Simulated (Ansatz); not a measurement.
## Electronic structure of C$_{2}$H$_{8}$BF$_{2}$NSi (SMILES NC([SiH3])B(F)CF) in real space

Input

```
crystal:
  periodic: [false, false, false]
  atoms:
    - { symbol: "N", position_ang: [-0.0892, -1.7902, -0.1697] }
    - { symbol: C, position_ang: [-0.1308, -0.4148, -0.7805] }
    - { symbol: Si, position_ang: [1.5889, 0.2711, -0.8276] }
    - { symbol: B, position_ang: [-0.9948, 0.5905, 0.0461] }
    - { symbol: F, position_ang: [-2.1504, 1.2492, -0.6434] }
    - { symbol: C, position_ang: [-0.8789, 0.8083, 1.6149] }
    - { symbol: F, position_ang: [-0.5852, 2.1263, 1.8736] }
    - { symbol: H, position_ang: [-1.0712, -2.1112, -0.2505] }
    - { symbol: H, position_ang: [0.4568, -2.3575, -0.731] }
    - { symbol: H, position_ang: [-0.495, -0.4644, -1.8033] }
    - { symbol: H, position_ang: [1.6028, 1.6167, -1.3829] }
    - { symbol: H, position_ang: [2.1786, 0.3442, 0.5701] }
    - { symbol: H, position_ang: [2.4232, -0.5855, -1.6426] }
    - { symbol: H, position_ang: [-1.8361, 0.5092, 2.1587] }
    - { symbol: H, position_ang: [-0.0405, 0.1574, 1.9974] }
basis:
  gaussian: { orbitals: cc-pVDZ }
hamiltonian:
  xc: pbe
relax:
  f_tol: 0.015
  max_steps: 40
output:
  orbitals: {}
```

Command:

```sh
ansatz run input.yaml --threads 2 --pin off --max-ram 3072MiB --backend cpu --events-out ev --progress --plain --runs-dir out
```

The fields are those of the relaxed geometry.

These are results of RKS PBE/cc-pVDZ (Ansatz), not measurements.

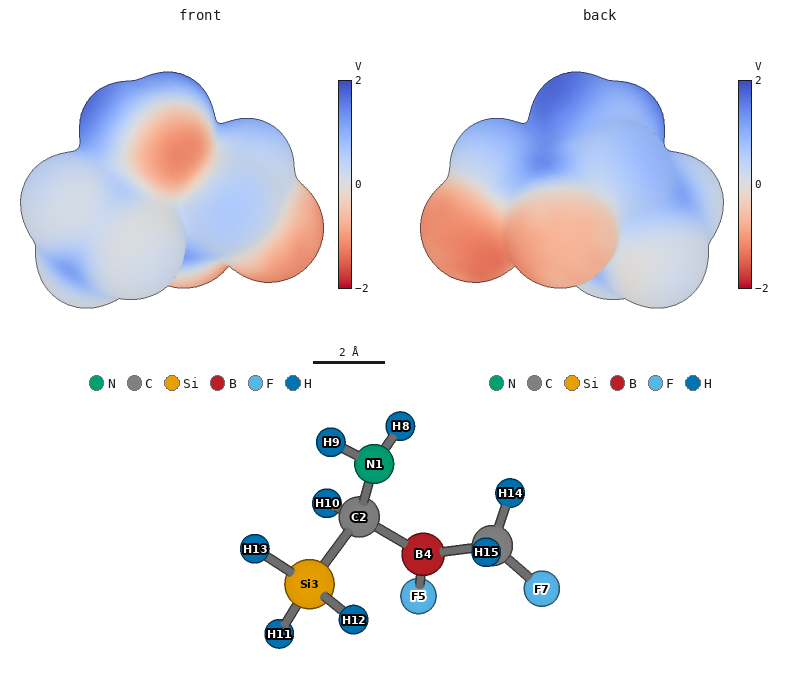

Figure 1. The molecular electrostatic potential painted on the density surface at 0.002 e/bohr³, seen from the front and from behind; red is negative and blue positive. The bare structure is drawn below in the same view.

> Which sites attract a positive test charge, and which a negative one?

A positive charge is drawn to the negative regions and a negative charge to the positive ones. The most negative region (about −1.3 V) lies over F7, the most positive (about +1.7 V) over H8.

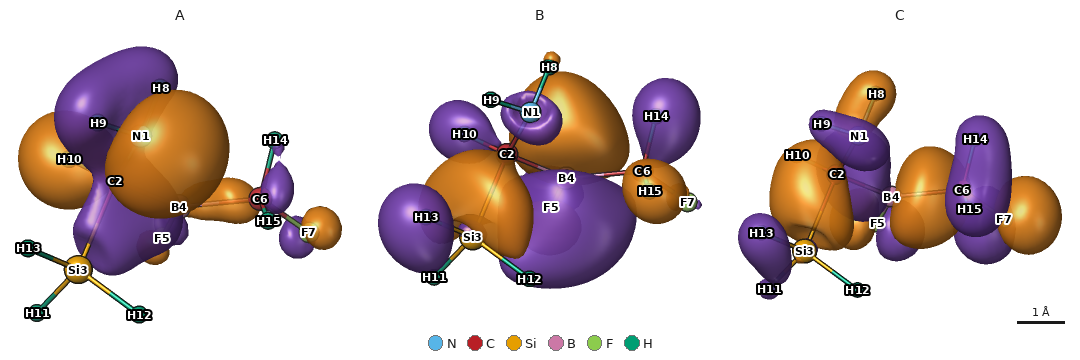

Figure 2. Three frontier orbitals at ±0.08 Å⁻³ᐟ² (orange and purple are the two phases), in no order.

> Order the three orbitals by energy and name them.

C is the HOMO−1 (−6.63 eV). By Hirshfeld shares it lies mainly on F7 (about 25 %), C6 (about 20 %), C2 (about 15 %), B4 (about 15 %) and F5 (about 10 %). A is the HOMO (−5.74 eV). By Hirshfeld shares it lies mainly on N1 (about 65 %), C2 (about 10 %) and H10 (about 5 %). B is the LUMO (−1.38 eV). Its weight (Hirshfeld) is mainly on B4 (about 40 %), Si3 (about 10 %), F5 (about 10 %), C2 (about 10 %) and C6 (about 10 %).

> What is the HOMO–LUMO gap?

4.36 eV between the orbital energies.

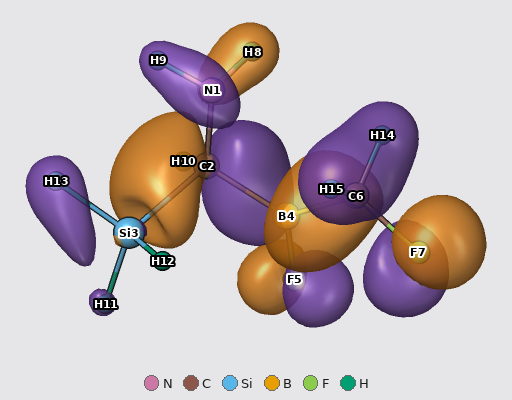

Figure 3. The HOMO−1 at ±0.08 Å⁻³ᐟ² (orange and purple are the two phases), seen across its widest extent.

> Where does this orbital lie, and at what energy?

Its weight (Hirshfeld) is mainly on F7 (about 25 %), C6 (about 20 %), C2 (about 15 %), B4 (about 15 %) and F5 (about 10 %). Its energy is −6.63 eV.
